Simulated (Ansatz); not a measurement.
Al₂ClFH₄Si

The calculation's input:

```
crystal:
  periodic: [false, false, false]
  atoms:
    - { symbol: F, position_ang: [-0.4155, -1.4855, 1.8743] }
    - { symbol: Si, position_ang: [-0.0787, -0.0728, 0.96] }
    - { symbol: Al, position_ang: [1.8511, -0.4725, -0.3043] }
    - { symbol: Al, position_ang: [-1.7651, 0.4368, -0.5277] }
    - { symbol: Cl, position_ang: [-1.6582, 2.1325, -1.9261] }
    - { symbol: H, position_ang: [0.1442, 1.0851, 1.8631] }
    - { symbol: H, position_ang: [3.1983, 0.4479, -0.0722] }
    - { symbol: H, position_ang: [1.9504, -1.6379, -1.3716] }
    - { symbol: H, position_ang: [-3.138, -0.4799, -0.5126] }
basis:
  gaussian:
    orbitals: def2-SVP
correlation:
  method: ccsd
output:
  orbitals: {}
```

Launched as:

```sh
python run_energy.py
```

The fields and orbitals are those of the mean-field reference, not of the correlated method.

Level of theory: CCSD, Gaussian basis in Ansatz 0.2.0.

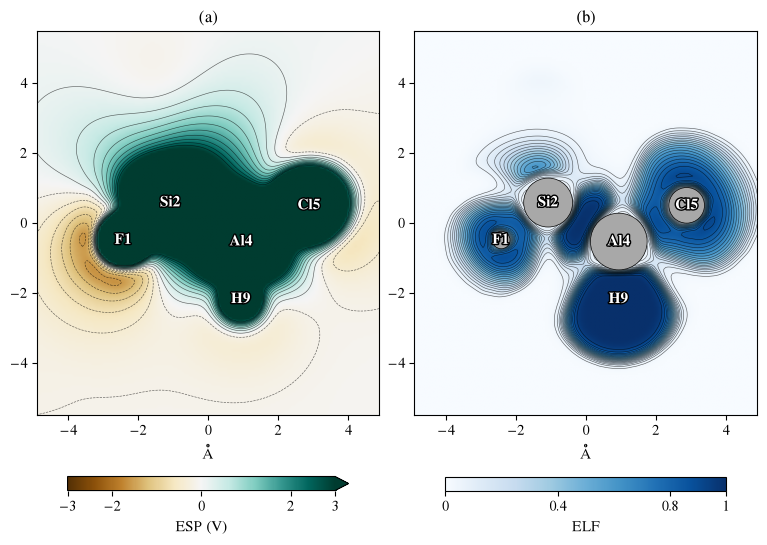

Figure 1. (a) electrostatic potential; (b) electron localisation function on the plane of atoms F1, Si2 and Al4. Grey discs cover the atomic cores in the ELF map.

### Describe what can be read from this map.

- The plane passes through F, Si, Al, Cl and H nuclei.
- Si–F (1.72 Å): the ELF peaks at about 0.85 in the valence shell of F, 0.6 Å from its nucleus, and is about 0.55 at the midpoint.
- Al–Cl (2.20 Å): the ELF peaks at about 0.90 in the valence shell of Cl, 0.9 Å from its nucleus, and is about 0.85 at the midpoint.
- Al–Si (2.31 Å): the ELF peaks at about 1 between the atoms, as expected for a covalent bond.
- The ELF also peaks beside F1 and Cl5, away from the bonds: lone-pair regions.
- Outside the dense part of the molecule the potential is most negative (−1.6 V) near F1.

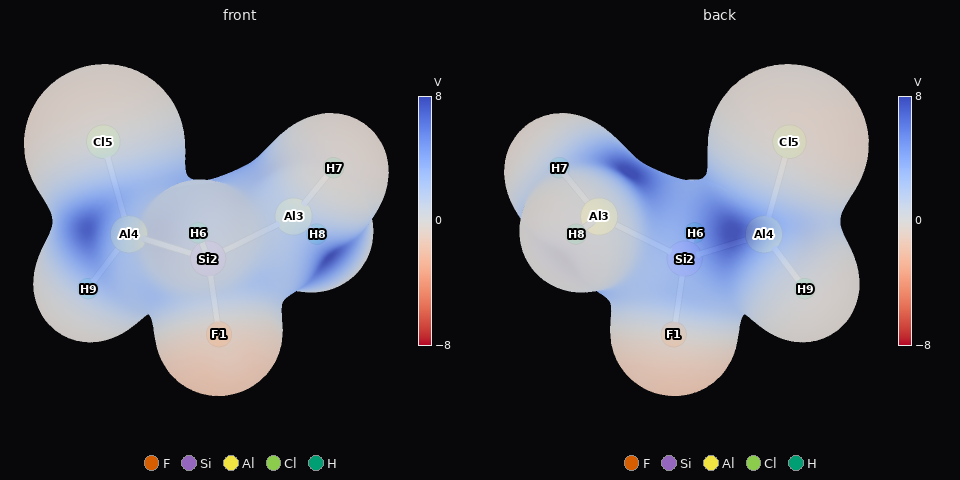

Figure 2. The molecular electrostatic potential painted on the density surface at 0.004 e/bohr³, seen from the front and from behind; red is negative and blue positive.

### Where is the surface potential most negative and most positive?

The most negative region (about −1.6 V) lies over F1, the most positive (about +7.7 V) over Al3 and Al4.

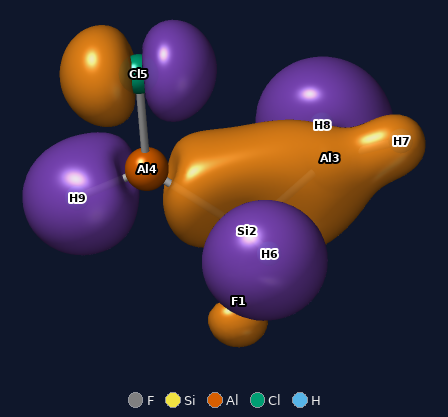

Figure 3. The HOMO−1 at ±0.06 Å⁻³ᐟ² (orange and purple are the two phases), seen at a tilt.

### What is the character of this orbital?

By Hirshfeld shares it lies mainly on Si2 (about 20 %), H8 (about 20 %), Al3 (about 15 %), H6 (about 10 %), Cl5 (about 10 %) and Al4 (about 10 %). Its energy is −11.73 eV.
